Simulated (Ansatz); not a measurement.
# Pressure series in Sn

Start from Sn (space group Im-3m, No. 229; a model cell, its experimental status unchecked).

```cif
data_Sn6
_chemical_formula_sum 'Sn6'
_space_group_name_H-M_alt 'P 1'
_space_group_IT_number 1
_cell_length_a 6.98710
_cell_length_b 6.98710
_cell_length_c 6.98710
_cell_angle_alpha 109.471
_cell_angle_beta 109.471
_cell_angle_gamma 109.471
loop_
_space_group_symop_operation_xyz
  'x, y, z'
loop_
_atom_site_label
_atom_site_type_symbol
_atom_site_fract_x
_atom_site_fract_y
_atom_site_fract_z
_atom_site_occupancy
Sn1 Sn 0.50000 0.75000 0.25000 1
Sn2 Sn 0.25000 0.50000 0.75000 1
Sn3 Sn 0.75000 0.50000 0.25000 1
Sn4 Sn 0.50000 0.25000 0.75000 1
Sn5 Sn 0.25000 0.75000 0.50000 1
Sn6 Sn 0.75000 0.25000 0.50000 1
```

Cell and atoms are relaxed at each pressure.

Computed with PBEsol in Ansatz (plane waves to 420 eV, PAW, spin-orbit coupling left out).

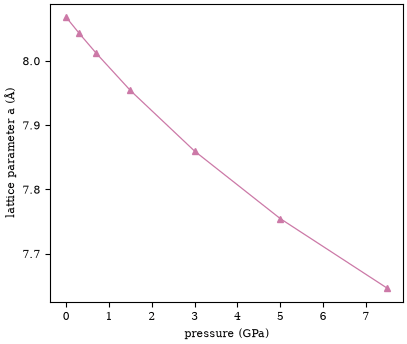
Figure: Lattice parameter a against pressure

Question: From the plot, what is the lattice parameter a for pressure 7.5 GPa?

Answer: About 7.65 Å.

Question: Is the trend monotonic over the range shown?

Answer: Yes, it falls throughout, spanning 7.646 Å to 8.068 Å.

Load acts through the strain it causes; cell and atoms are relaxed under it. No phonon test of stability was made. Competing high-pressure phases were not computed. This is not the structure that Sn has at room temperature and ambient pressure.

Ansatz is a program for electronic structure.
